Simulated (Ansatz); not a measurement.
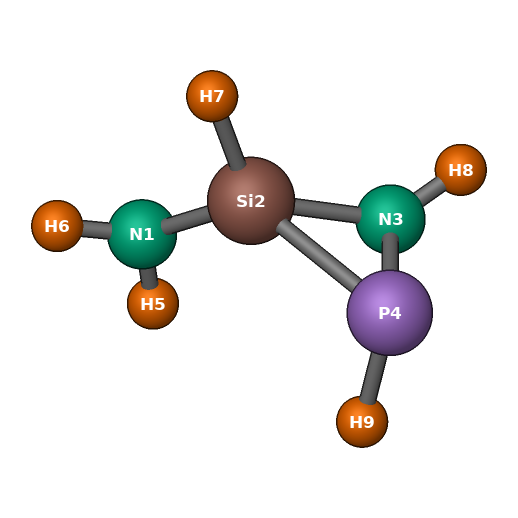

The questions are on Mulliken charges. The computed structure is the end point of a PBE-D4/def2-SVP optimisation. No frequency run is at hand to confirm it as a minimum. Method: RKS PBE-D4/def2-SVP (Ansatz 0.2.0).

Which atom carries the highest charge (most positive or least negative)?

Si2 (0.40 e).

And the lowest?

N3 (−0.44 e).

List the Mulliken charges.

```
atom  value (e)
  N1      −0.32
 Si2       0.40
  N3      −0.44
  P4       0.03
  H5       0.14
  H6       0.13
  H7      −0.07
  H8       0.14
  H9      −0.02
```

Mulliken values depend strongly on the basis set and can even reverse the polarity of a bond.
